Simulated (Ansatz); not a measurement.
**AlH2ClO (SMILES [OH][AlH][Cl]): levels of theory compared**

We compute a comparison of 6 runs (CAM-B3LYP/STO-3G, revPBE/STO-3G, wB97M-V/STO-3G, RPA@PBE/STO-3G, BCCD(T)/STO-3G, UCCSD(T)/STO-3G) of AlH2ClO. 

The calculation is run with Ansatz 0.2.0.

77 further runs of the same task are left out: 5 that didn't finish, 72 set aside as unsound or not needed.

## (1) Starting point

AlH2ClO has 5 atoms, charge 0, and is taken as a singlet. SMILES: `[OH][AlH][Cl]`. The Cl3–Al2 distance was set to 3.144 Å, away from the relaxed value. At this shape a bond of the SMILES string is far longer than usual.

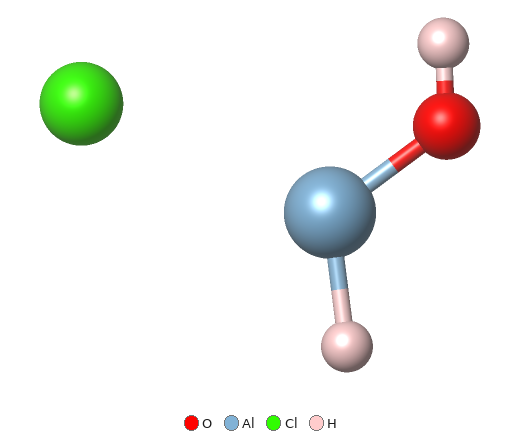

The structure, seen from a chosen angle (oxygen red, aluminium light blue, chlorine green, hydrogen pink).

## (2) The energy at CAM-B3LYP/STO-3G (run 1)

The input, run.yaml:

```yaml
crystal:
  periodic: [false, false, false]
  atoms:
    - {symbol: O, position_ang: [-1.452054, 1.326060, -0.777053]}
    - {symbol: Al, position_ang: [0.089046, 1.140060, -0.125153]}
    - {symbol: Cl, position_ang: [1.114900, -1.725400, 0.662800]}
    - {symbol: H, position_ang: [-2.061454, 0.606060, -0.932153]}
    - {symbol: H, position_ang: [0.991546, 2.400160, 0.079547]}
basis:
  gaussian:
    orbitals: STO-3G
hamiltonian:
  xc: {name: CAM-B3LYP}
accuracy: high
```

The run is started by

```
ansatz run run.yaml --threads 1 --pin off --max-ram 2610MiB --events-out events.jsonl --progress --plain --runs-dir runs
```

What it wrote:

```text
Warning: RAYON_NUM_THREADS=1 ignored (pool sized by the plan → 1); use --threads N
Functional definition: CAM-B3LYP
  name "CAM-B3LYP"
  parameter alpha = 0.19
  parameter beta = 0.46
  parameter omega = 0.33/bohr
  parameter ac = 0.81
  exchange = (1 - alpha - beta)*b88_x + beta*b88_x_sr(omega) + alpha*exact_x + beta*exact_x_lr(omega)
  correlation = (1 - ac)*vwn5_c + ac*lyp_c
425 factors; integrals over basis functions are off by at most 2.3e-8 eV
178 factors; integrals over basis functions are off by at most 1.3e-9 eV
mean field evaluation 1: about -20947.8881 eV, gradient 2.7e1 eV
mean field evaluation 2: about -20946.2512 eV, gradient 4.1e1 eV
mean field evaluation 4: about -20951.8341 eV, gradient 6.2e-1 eV
mean field evaluation 8: about -20951.8069 eV, gradient 8.2e-3 eV
mean field evaluation 16: about -20951.8069 eV, gradient 3.4e-6 eV
mean field -20951.80686153 eV, -769.9647005166 hartree, gradient 8.6e-8 eV, S^2 0.000000; 0 other end points of the search recorded, 0 dependent functions left out
reference -20951.80687665 eV, -769.9647010722 hartree; 20, 20 occupied and 5, 5 virtual orbitals, 425 factors
Total energy: -20951.80687665 eV, -769.9647010722 hartree
```

Run time: 0.6 s. Hardware: 1 thread of AMD EPYC 9R45 (Zen 5), shared host.

## (3) A single-point energy at revPBE/STO-3G (run 2)

The input, job.yaml:

```yaml
crystal:
  periodic: [false, false, false]
  atoms:
    - {symbol: O, position_ang: [-1.452054, 1.326060, -0.777053]}
    - {symbol: Al, position_ang: [0.089046, 1.140060, -0.125153]}
    - {symbol: Cl, position_ang: [1.114900, -1.725400, 0.662800]}
    - {symbol: H, position_ang: [-2.061454, 0.606060, -0.932153]}
    - {symbol: H, position_ang: [0.991546, 2.400160, 0.079547]}
basis:
  gaussian:
    orbitals: STO-3G
accuracy: high
hamiltonian:
  xc: {name: revPBE}
magnetization:
  spin_polarized: false
```

The run is started by

```
ansatz run job.yaml --threads 1 --pin off --max-ram 2610MiB --events-out events.jsonl --progress --plain --runs-dir runs
```

What it wrote:

```text
Warning: RAYON_NUM_THREADS=1 ignored (pool sized by the plan → 1); use --threads N
Functional definition: revPBE
  name "revPBE"
  parameter kappa = 1.245
  parameter beta = 0.06672455060314922
  exchange = pbe_x(kappa = kappa, mu = beta*pi^2/3)
  correlation = pbe_c(beta = beta)
425 factors; integrals over basis functions are off by at most 2.3e-8 eV
mean field evaluation 1: about -20944.6717 eV, gradient 3.1e1 eV
mean field evaluation 2: about -20858.1385 eV, gradient 9.1e1 eV
mean field evaluation 4: about -20949.5875 eV, gradient 6.8e0 eV
mean field evaluation 8: about -20949.8189 eV, gradient 1.2e-1 eV
mean field evaluation 16: about -20949.7793 eV, gradient 1.5e-5 eV
mean field -20949.77934144 eV, -769.8901905274 hartree, gradient 3.7e-8 eV, S^2 0.000000; 0 other end points of the search recorded, 0 dependent functions left out
reference -20949.77934403 eV, -769.8901906226 hartree; 20, 20 occupied and 5, 5 virtual orbitals, 425 factors
Total energy: -20949.77934403 eV, -769.8901906226 hartree
```

Wall time 0.48 s (1 thread of AMD EPYC 9R45 (Zen 5), shared host).

Runs 3 to 5 aren't shown in full; the table further down has their settings and results.

## (4) The energy at UCCSD(T)/STO-3G (run 6)

The input, molecule.yaml:

```yaml
crystal:
  periodic: [false, false, false]
  atoms:
    - {symbol: O, position_ang: [-1.452054, 1.326060, -0.777053]}
    - {symbol: Al, position_ang: [0.089046, 1.140060, -0.125153]}
    - {symbol: Cl, position_ang: [1.114900, -1.725400, 0.662800]}
    - {symbol: H, position_ang: [-2.061454, 0.606060, -0.932153]}
    - {symbol: H, position_ang: [0.991546, 2.400160, 0.079547]}
basis:
  gaussian: {orbitals: STO-3G}
magnetization: {spin_polarized: true}
correlation: {method: ccsd_t, frozen_orbitals: {Al: 5, Cl: 5, H: 0, O: 1}}
accuracy: high
scf: {omitted_lower_state_checks: [cluster_reference, increment]}
```

The run is started by

```
ansatz run molecule.yaml --threads 1 --pin off --max-ram 2610MiB --events-out events.jsonl --progress --plain --runs-dir runs
```

What it wrote:

```text
Warning: RAYON_NUM_THREADS=1 ignored (pool sized by the plan → 1); use --threads N
[... 13 lines left out ...]
11 core orbitals not correlated: weight in the atoms' cores, before any rotation towards them, 1.000 or more for the frozen orbitals, at most 0.000 for the correlated occupied ones
[... 30 lines left out ...]
WARN: these amplitudes may be one of several solutions (largest doubles amplitude 0.17, level shift 1.46 eV)
Total energy: -20916.37754563 eV, -768.6626971718 hartree
Checks for a lower state left out: cluster_reference, increment
```

Wall time 0.24 s (1 thread of AMD EPYC 9R45 (Zen 5), shared host).

## (5) Overview of the runs

```csv
run,level,frozen core orbitals,energy (Eh),wall time
1,CAM-B3LYP/STO-3G,–,-769.964701,0.6 s
2,revPBE/STO-3G,–,-769.890191,0.48 s
3,wB97M-V/STO-3G,–,-770.097235,7.5 s
4,RPA@PBE/STO-3G,11,-768.730942,0.78 s
5,BCCD(T)/STO-3G,11,-768.662783,0.14 s
6,UCCSD(T)/STO-3G,11,-768.662697,0.24 s
```

## (6) What came out

| quantity | value |
| --- | --- |
| run 6: total energy | -768.66270 Eh |
| run 6: correlation energy (11 core orbitals frozen) | -103.7 mEh |
| run 6: (T) correction | -4.95 mEh |
| run 6: ⟨S²⟩ of the reference determinant | 0.096 |
| run 6: T1 diagnostic | 0.039 |

What this shows: Totals of different functionals can't be ranked against each other. In run 5 the log says that unrestricted orbitals would lower the reference, so the values rest on an unstable closed-shell determinant (other closed-shell runs at this shape may share the fault). In runs 1, 2, 3, 4, 5, 6 the basis is minimal, so the values are rough. All runs together took 9.8 s, the longest 7.5 s.
